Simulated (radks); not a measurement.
System: the neutral zinc atom, configuration [Ar] 3d10 4s2. Theory: scalar-relativistic Kohn-Sham, PBE, spin-polarised, spherical densities, finite nucleus (computed with the in-house radial solver radks).

Wanted: the number of electrons inside radius r (solid) and the radial density 4πr²ρ (dashed).

The count levels off at 30 electrons. Half of them lie within 0.546 bohr, 90 % within 1.54 bohr and 99 % within 3.80 bohr. The radial density has minima at 0.0753 and 0.358 bohr, where the count stands at 2.1 and 10.9; these part the shells that the density resolves.

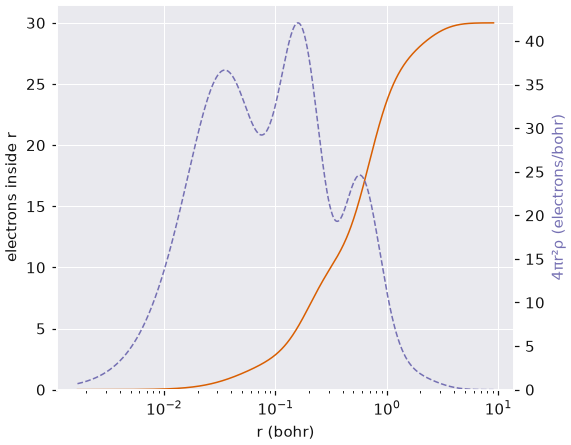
